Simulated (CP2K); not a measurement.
**Si2H5O2F (SMILES O[SiH2][SiH](O)F) at PM6**

Aim: the vertical electron affinity of Si2H5O2F at PM6, from 2 runs. 

Program for the calculation: CP2K 2026.2.

2 further runs of the same task are left out: 2 set aside as unsound or not needed.

## (1) The molecule

Si2H5O2F: 10 atoms, total charge 0, spin state singlet. SMILES: `O[SiH2][SiH](O)F`. Geometry: relaxed at GFN2-xTB. This is one conformer, not always the lowest.

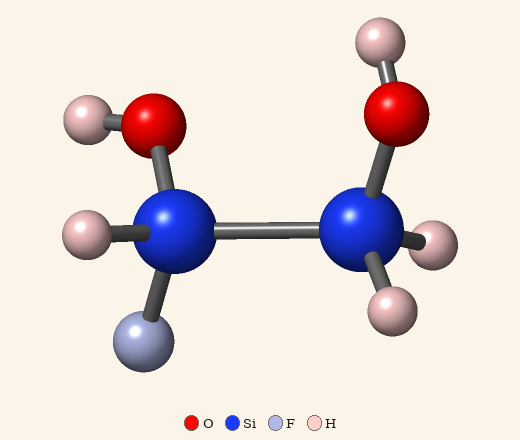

Viewed from a chosen angle; oxygen red, silicon blue, fluorine light blue, hydrogen pink.

## (2) Energy and gradient at PM6

molecule.xyz

```xyz
10

O      0.938550     2.015790    -0.122370
Si     0.937500     0.516150    -0.756710
Si    -0.269560    -0.921910     0.547680
O     -1.784710    -0.332380     0.575910
F     -0.378450    -2.372710    -0.170190
H      0.132990     2.475150     0.095800
H      2.369210     0.222880    -0.755830
H      0.461950     0.584890    -2.148610
H      0.125820    -1.323610     1.897660
H     -2.533310    -0.864250     0.836680
```

job.inp

```
&GLOBAL
    PROJECT job
    RUN_TYPE ENERGY_FORCE
    PRINT_LEVEL MEDIUM
&END GLOBAL

&FORCE_EVAL
    METHOD Quickstep
    &DFT
        ! Quickstep
        &QS
            METHOD PM6
            EPS_DEFAULT 1.0E-10
            &SE
                &COULOMB
                    CUTOFF [angstrom] 50
                    RC_RANGE [angstrom] 0
                &END COULOMB
                &EXCHANGE
                    CUTOFF [angstrom] 50
                    RC_RANGE [angstrom] 0
                &END EXCHANGE
            &END SE
        &END QS
        ! cluster boundary conditions
        &POISSON
            PERIODIC NONE
            POISSON_SOLVER ANALYTIC
        &END POISSON
        &SCF
            SCF_GUESS ATOMIC
            EPS_SCF 1.0E-07
            MAX_SCF 100
            &DIAGONALIZATION
                ALGORITHM STANDARD
            &END DIAGONALIZATION
            &MIXING
                METHOD DIRECT_P_MIXING
                ALPHA 0.4
            &END MIXING
        &END SCF
        &PRINT
            &MOMENTS
                PERIODIC F
                REFERENCE COM
                MAX_MOMENT 1
            &END MOMENTS
            &MO ON
                ENERGIES T
                OCCUPATION_NUMBERS T
                NDIGITS 6
                &EACH
                    QS_SCF 0
                &END EACH
                ADD_LAST NUMERIC
            &END MO
            &HIRSHFELD OFF
            &END HIRSHFELD
        &END PRINT
    &END DFT
    ! structure
    &SUBSYS
        ! box in angstrom
        &CELL
            ABC 16.9 16.8 16
            PERIODIC NONE
        &END CELL
        &TOPOLOGY
            COORD_FILE_NAME molecule.xyz
            COORD_FILE_FORMAT XYZ
            &CENTER_COORDINATES
            &END CENTER_COORDINATES
        &END TOPOLOGY
    &END SUBSYS
    &PRINT
        &FORCES ON
        &END FORCES
    &END PRINT
&END FORCE_EVAL
```

The run is started by

```bash
OMP_NUM_THREADS=1 cp2k.psmp -i job.inp -o job.out
```

The log of the run:

```text
CP2K| version string:                                       CP2K version 2026.2
[...]
 GLOBAL| Method name                                                        CP2K
[...]
 GLOBAL| Run type                                                   ENERGY_FORCE
[...]
                             - Atoms:                                         10
[...]
                             - Spherical basis functions:                     35
[...]
 Number of electrons:                                                         32
[...]
     1 P_Mix/Diag. 0.40E+00    0.0     0.73642304       -40.4225754962 -4.04E+01
[...]
    22 DIIS/Diag.  0.59E-07    0.0     0.00000009       -46.7480859326  2.13E-14
  *** SCF run converged in    22 steps ***
  Core-core repulsion energy [eV]:                           1986.41504714612961
  Core Hamiltonian energy [eV]:                             -2136.04962078170865
  Two-electron integral energy [eV]:                        -2244.89107447199467
  Electronic energy [eV]:                                   -3258.49515801770576
  Total energy [eV]:                                        -1272.08011087157615
  Atomic reference energy [eV]:                              1262.18518949629288
  Heat of formation [kcal/mol]:                              -228.18232574644179
[...]
 SE_DIPOLE| Moment [Debye]          2.16492210      -0.82551738      -1.11424060
 SE_DIPOLE| Derivative [a.u.]       0.00000000       0.00000000       0.00000000
 ENERGY| Total FORCE_EVAL ( QS ) energy [hartree]            -46.748085932611787
 FORCES| Atomic forces [hartree/bohr]
 FORCES|   Atom     x               y               z               |f|
 FORCES|      1 -2.24771379E-02  1.50272186E-02  6.97864384E-03   2.79238338E-02
 FORCES|      2  3.36091273E-03 -3.87425576E-02  1.61154909E-03   3.89214413E-02
 FORCES|      3  2.77980758E-02 -5.22693470E-03 -2.50886592E-02   3.78086589E-02
 FORCES|      4 -1.26589377E-02 -1.20715314E-02  9.44741617E-03   1.98802476E-02
 FORCES|      5  3.22834537E-03  1.37790646E-02  2.81408061E-03   1.44292718E-02
 FORCES|      6  8.81164569E-03  1.48749964E-02  5.00524350E-03   1.79989744E-02
 FORCES|      7  3.05248392E-03 -4.91767514E-03  4.92046549E-04   5.80889806E-03
 FORCES|      8 -2.23407314E-03 -8.94640713E-04  1.40598882E-03   2.78716152E-03
 FORCES|      9  2.31460164E-03  5.92017737E-03 -6.73861152E-05   6.35691920E-03
 FORCES|     10 -1.11959165E-02  1.22518825E-02 -2.59892327E-03   1.67991540E-02
 FORCES| Sum    -3.08780779E-16  7.63278329E-16  7.35522754E-16
 FORCES| Total atomic force                                       1.10405303E-15
[...]
```

Wall time 0.42 s (1 thread of Arm Neoverse N1, shared host); peak memory 0.14 GiB.

## (3) The doublet anion

molecule.xyz is that of step 2.

run.inp

```
&GLOBAL
 PROJECT_NAME run
 RUN_TYPE ENERGY_FORCE
 PRINT_LEVEL MEDIUM
&END GLOBAL
&FORCE_EVAL
 METHOD Quickstep
 &DFT
  CHARGE -1
  MULTIPLICITY 2
  UNRESTRICTED_KOHN_SHAM T
  ! Quickstep
  &QS
   METHOD PM6
   EPS_DEFAULT 1.0E-10
   &SE
    &COULOMB
     CUTOFF [angstrom] 50
     RC_RANGE [angstrom] 0
    &END COULOMB
    &EXCHANGE
     CUTOFF [angstrom] 50
     RC_RANGE [angstrom] 0
    &END EXCHANGE
   &END SE
  &END QS
  ! isolated system
  &POISSON
   PERIODIC NONE
   POISSON_SOLVER ANALYTIC
  &END POISSON
  &SCF
   SCF_GUESS ATOMIC
   EPS_SCF 1.0E-07
   MAX_SCF 30
   &OT ON
    MINIMIZER CG
    PRECONDITIONER FULL_SINGLE_INVERSE
   &END OT
   &OUTER_SCF
    EPS_SCF 1.0E-07
    MAX_SCF 10
   &END OUTER_SCF
  &END SCF
  ! extra output
  &PRINT
   &MOMENTS
    PERIODIC F
    REFERENCE COM
    MAX_MOMENT 1
   &END MOMENTS
   &MO_CUBES
    NLUMO 3
    NHOMO -1
    WRITE_CUBE F
   &END MO_CUBES
   &HIRSHFELD OFF
   &END HIRSHFELD
  &END PRINT
 &END DFT
 &SUBSYS
  &CELL
   ABC [angstrom] 16.9 16.8 16
   PERIODIC NONE
  &END CELL
  &TOPOLOGY
   COORD_FILE_NAME molecule.xyz
   COORD_FILE_FORMAT XYZ
   &CENTER_COORDINATES
   &END CENTER_COORDINATES
  &END TOPOLOGY
 &END SUBSYS
 &PRINT
  &FORCES ON
  &END FORCES
 &END PRINT
&END FORCE_EVAL
```

The run is started by

```bash
OMP_NUM_THREADS=1 cp2k.psmp -i run.inp > run.out 2>&1
```

The log of the run:

```text
CP2K| version string:                                       CP2K version 2026.2
[...]
 GLOBAL| Method name                                                        CP2K
[...]
 GLOBAL| Run type                                                   ENERGY_FORCE
[...]
                             - Atoms:                                         10
[...]
                             - Spherical basis functions:                     35
[...]
 Number of electrons:                                                         17
[...]
     1 OT CG       0.80E-01    0.0     0.14346717       -40.1645235626 -4.02E+01
[...]
    27 OT CG       0.30E+00    0.0     0.00000009       -46.7730461522 -2.79E-12
  *** SCF run converged in    27 steps ***
  Core-core repulsion energy [eV]:                           1986.41504714612961
  Core Hamiltonian energy [eV]:                             -2159.93327575195326
  Two-electron integral energy [eV]:                        -2198.48216876661309
  Electronic energy [eV]:                                   -3259.17436013525958
  Total energy [eV]:                                        -1272.75931298913019
  Atomic reference energy [eV]:                              1262.18518949629288
  Heat of formation [kcal/mol]:                              -243.84509990678094
[...]
 SE_DIPOLE| Moment [Debye]          4.18467433      -0.01974513      -2.28740526
 SE_DIPOLE| Derivative [a.u.]       0.00000000       0.00000000       0.00000000
 *** WARNING in qs_scf_post_se.F:140 :: Printing of MO cube files not ***
 *** implemented for Semi-Empirical method.                           ***
 ENERGY| Total FORCE_EVAL ( QS ) energy [hartree]            -46.773046152245293
 FORCES| Atomic forces [hartree/bohr]
 FORCES|   Atom     x               y               z               |f|
 FORCES|      1 -1.45495283E-02  2.82249830E-02  2.69373928E-03   3.18683961E-02
 FORCES|      2 -1.77775929E-02 -4.77008017E-02  2.75177337E-02   5.78673912E-02
 FORCES|      3  5.94678009E-02  1.43846997E-02 -4.74833135E-02   7.74467817E-02
 FORCES|      4 -3.16162074E-02 -1.24797138E-02  1.24541698E-02   3.61999195E-02
 FORCES|      5 -5.82621626E-03 -1.10217255E-03  4.66402559E-03   7.54405163E-03
 FORCES|      6  1.12076862E-02  6.13788826E-03  3.52539142E-03   1.32557266E-02
 FORCES|      7  5.64834108E-03 -2.78401823E-03 -2.39690482E-04   6.30174309E-03
 FORCES|      8 -1.35569600E-03 -9.94205341E-04 -1.60208049E-03   2.32228719E-03
 FORCES|      9  1.08054579E-03  3.83185437E-03  2.60592950E-03   4.75831437E-03
 FORCES|     10 -6.27913311E-03  1.24814863E-02 -4.13590470E-03   1.45712292E-02
 FORCES| Sum     1.97758476E-16 -4.71844785E-16  6.24500451E-16
 FORCES| Total atomic force                                       8.07308324E-16
[...]
```

It took 2.9 s on 1 thread of Arm Neoverse N1, shared host; peak memory 0.14 GiB.

## (4) Results

At PM6:

| quantity | value |
| --- | --- |
| singlet Si2H5O2F: total energy | -46.74809 Eh |
| singlet Si2H5O2F: dipole moment | 2.57 D |
| singlet Si2H5O2F: HOMO energy | -8.77 eV |
| singlet Si2H5O2F: heat of formation at this unrelaxed shape | -228.2 kcal/mol |
| singlet Si2H5O2F: largest force on an atom | 2.001 eV/Å |
| doublet anion: total energy | -46.77305 Eh |
| doublet anion: heat of formation at this unrelaxed shape | -243.8 kcal/mol |
| doublet anion: largest force on an atom | 3.982 eV/Å |
| vertical electron affinity (to the doublet anion) | 0.679 eV |

**Reading.** At fixed nuclei the extra electron is bound by 0.68 eV (15.7 kcal/mol). The largest force (singlet Si2H5O2F) is 2.00 eV/Å: the shape isn't a stationary point for this species at this level. A minimal valence basis can't be trusted even for the sign of an electron affinity.
